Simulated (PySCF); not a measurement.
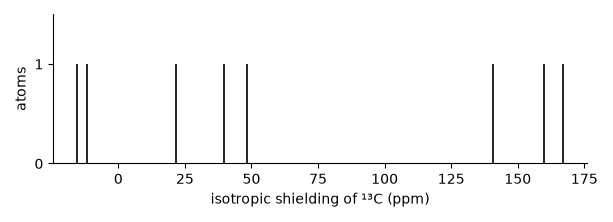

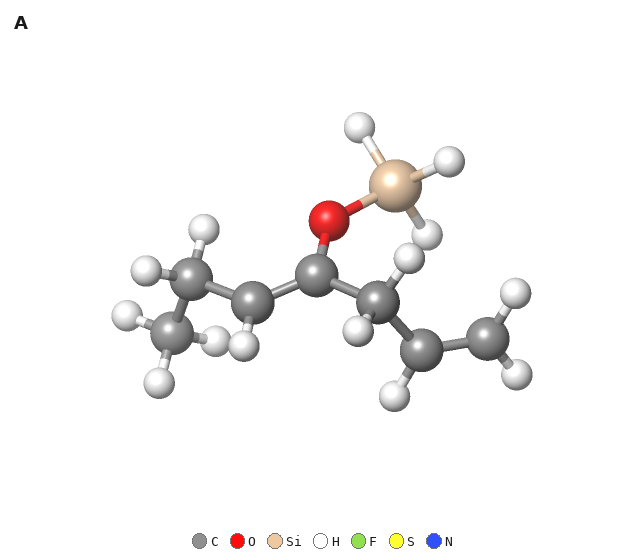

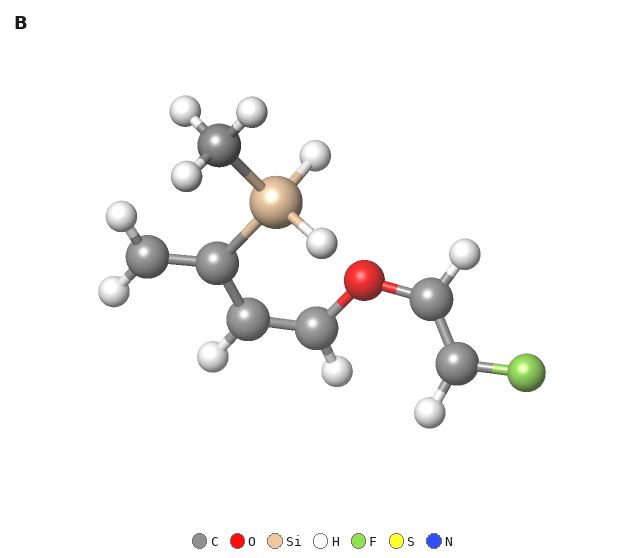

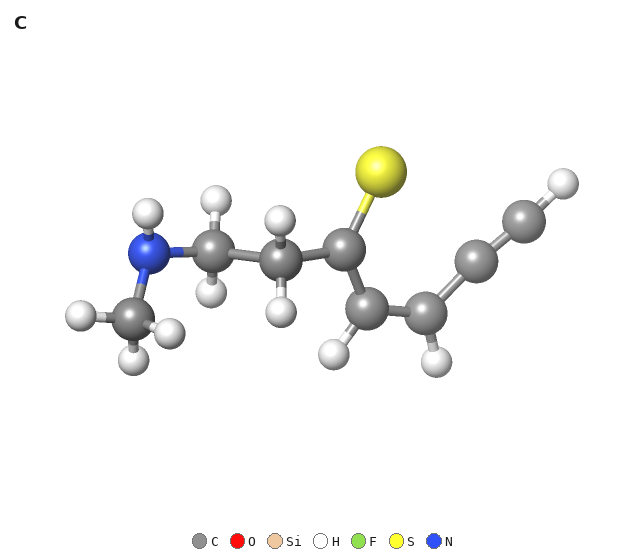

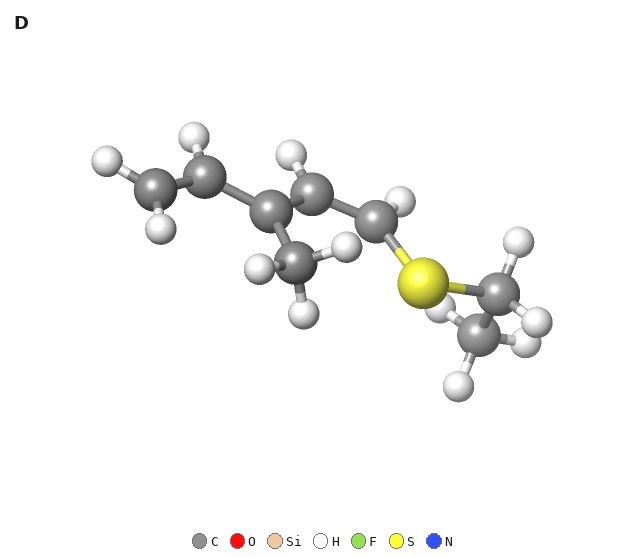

The sticks are computed shieldings of one of the molecules, for one fixed geometry (GFN2-xTB) without averaging over rotations. Low shielding means a high chemical shift. Method: GIAO PBE0/pcSseg-1 NMR shielding, non-relativistic, gas phase (PySCF 2.14.0).

### Which molecule gives this pattern?

D, `C=C[C+](C)/C=C\SCC`. Its 8 C atoms give lines at −15.4, −11.6, 21.8, 39.5, 48.2, 140.7, 159.8, 166.8 ppm.

The geometry is semi-empirical. Around Si such bond lengths and angles can be off by a tenth of an ångström or more and by several degrees, and values that hang on the shape move with them.
